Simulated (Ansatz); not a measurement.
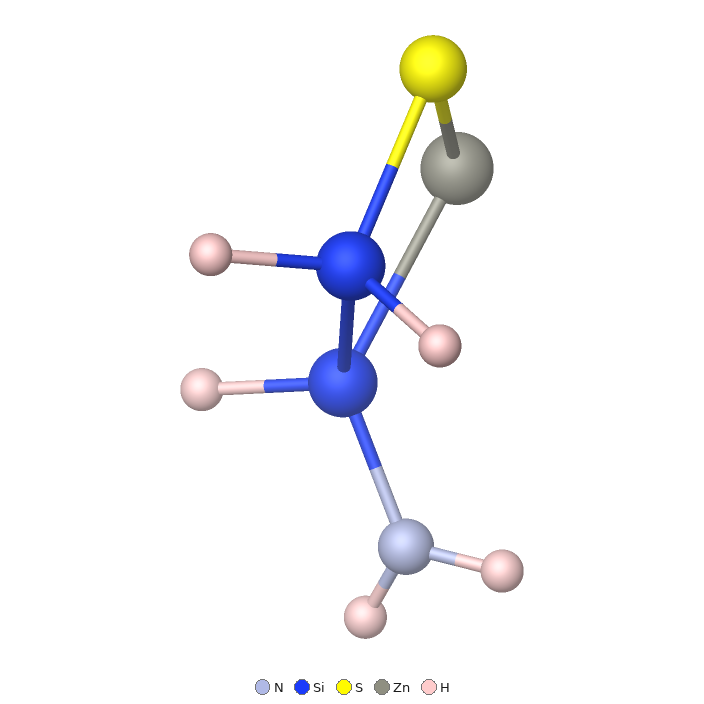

Rendered structure (ball-and-stick style).

The geometry was computed by an optimisation with PBE0-D4/def2-TZVP.

Count the atoms of each element.

Answer. H₅NSSi₂Zn, 10 atoms: 5 hydrogen, 1 nitrogen, 1 sulfur, 2 silicon and 1 zinc.

Give the symmetry (Schoenflies symbol).

Answer. C1.

More results for the same structure follow; atom numbers are the same in all pictures, views and colours differ.

## Geometry

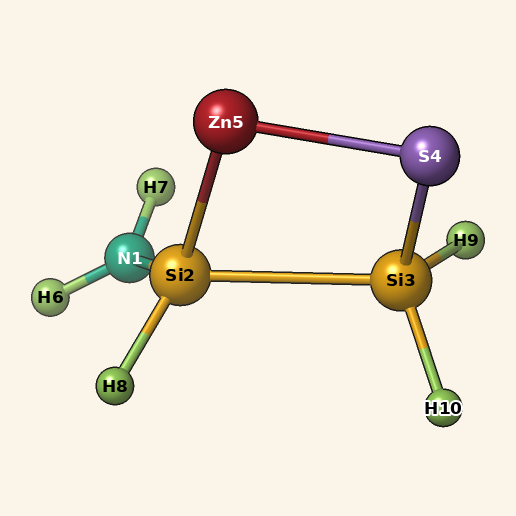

N1 lies behind Si2. The molecule seen a little off the Si2–N1 bond, Si2 in front. Depth is shown by fading: the farther an atom, the more it takes the colour of the background.

What is the torsion angle Zn5–Si2–N1–H6? The sign is positive where the front bond must turn clockwise to cover the back bond.

Answer. −122°, anticlinal.

## Dipole moment

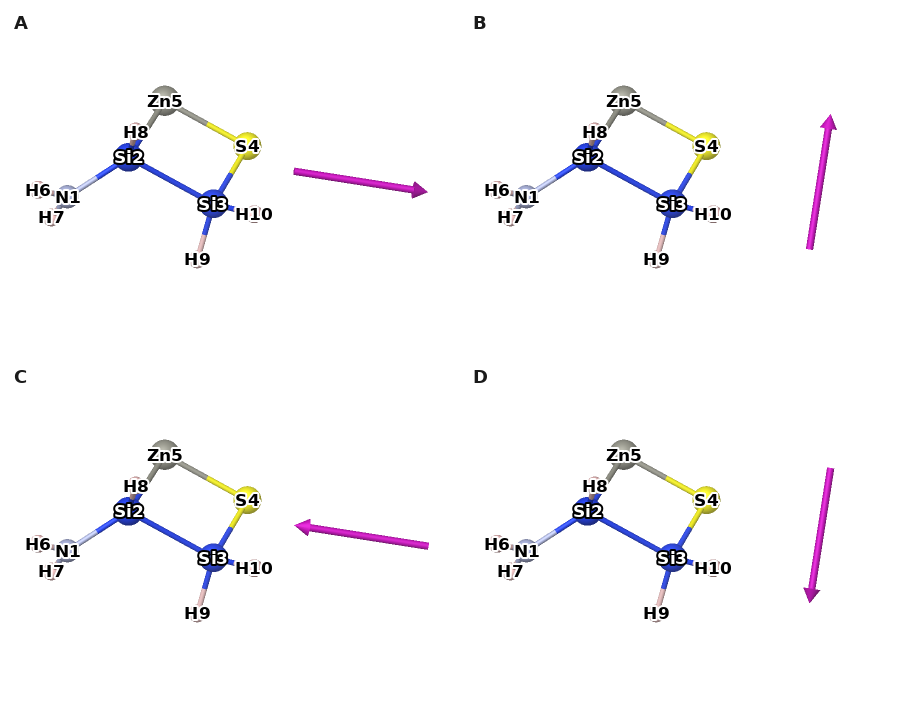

The same molecule four times, each with an arrow. Properties computed with RKS PBE0-D4/def2-TZVP (Ansatz 0.2.0).

Which arrow points along the dipole moment, from the negative to the positive end?

Answer. C. The dipole moment is 4.03 D; it points from the side of S4, H10 to the side of H6 (the outermost atoms at the two ends).

## Vibrations

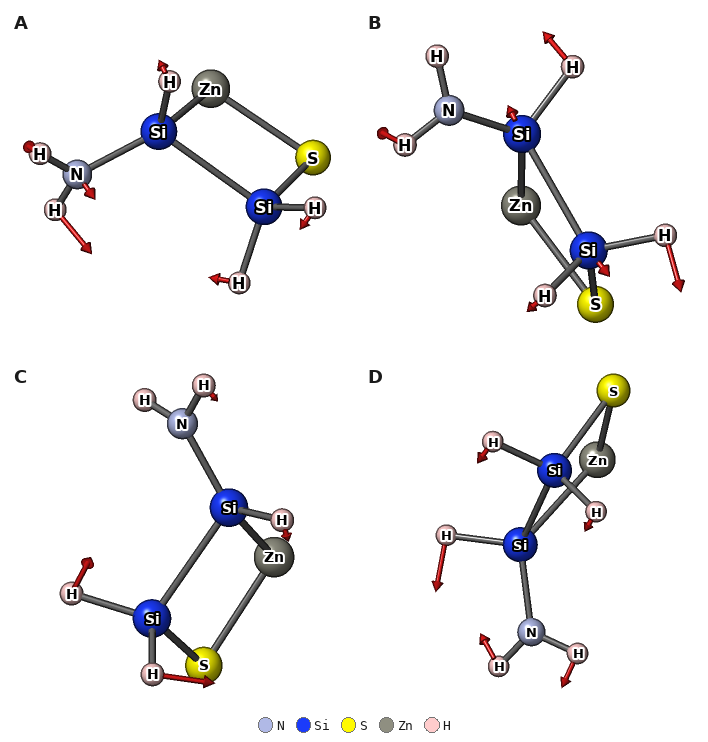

4 normal modes of one molecule or complex, as arrows. Harmonic vibrations computed with RKS PBE0-D4/def2-TZVP (Ansatz 0.2.0) at a stationary point of the same level.

Match the panels to the wavenumbers 120 cm⁻¹, 380 cm⁻¹, 686 cm⁻¹, 939 cm⁻¹.

Answer. A: 120 cm⁻¹
B: 380 cm⁻¹
C: 939 cm⁻¹, H–Si–H bending
D: 686 cm⁻¹, angle bending

## Charges

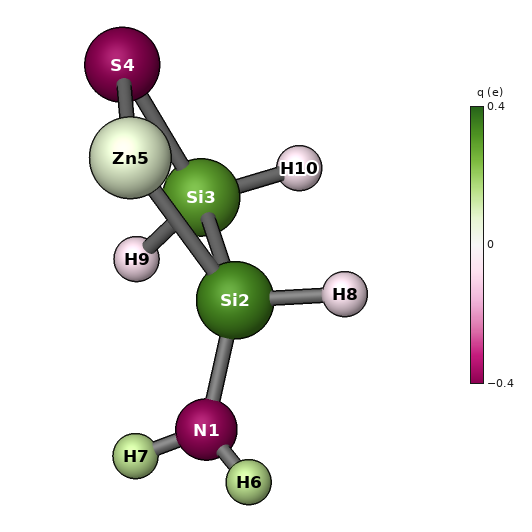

Atoms are coloured by their Mulliken charges. Level of theory: RKS B3LYP-D4/def2-TZVPP (Ansatz 0.2.0).

Which atom carries the highest charge (most positive or least negative)?

Answer. Si2 (0.33 e).

And the lowest?

Answer. S4 (−0.40 e).

Give the Mulliken charges atom by atom.

```
atom  value (e)
  N1      −0.39
 Si2       0.33
 Si3       0.30
  S4      −0.40
 Zn5       0.08
  H6       0.15
  H7       0.14
  H8      −0.07
  H9      −0.08
 H10      −0.07
```

Mulliken values depend strongly on the basis set and can even reverse the polarity of a bond.
